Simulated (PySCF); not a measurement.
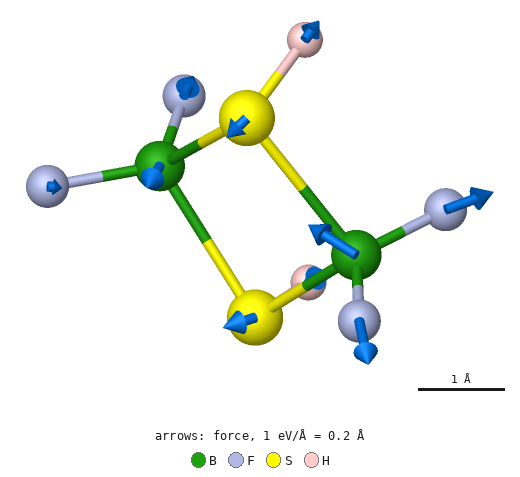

Starting geometry of B2H2S2F4 with the computed forces as blue arrows. The picture is a ball-and-stick view, seen from a free direction.

The start comes from GFN2-xTB. Its atoms were then displaced at random by about 0.03 Å.

Theory: PBE0-D3(BJ)/def2-SVP geometry optimisation, gas phase in PySCF 2.14.0, density-fitted response routines. 

> Is this structure relaxed? If not, where do the atoms go?

It isn't relaxed: the largest force vector, on an F atom, is 4.04 eV/Å. The final displacements have little in common with the starting forces (cosine between the two patterns 0.05). After 21 geometry steps the energy has fallen by 13.0 kcal/mol. An F atom moves most after the best rigid fit: 0.50 Å. Largest moves by element: F 0.50 Å, H 0.48 Å, S 0.29 Å, B 0.13 Å. Near-neighbour distances that change, for instance: B–S 2.124 → 2.023 Å, B–S 2.100 → 2.020 Å, B–F 1.262 → 1.338 Å, H–S 1.287 → 1.351 Å. Bond angles that change, for instance: F–B–F 123.5° → 118.4°, S–B–S 92.7° → 97.1°, F–B–S 106.6° → 110.8°. Groups turn about B–S by about 25°, B–S by about 20°.
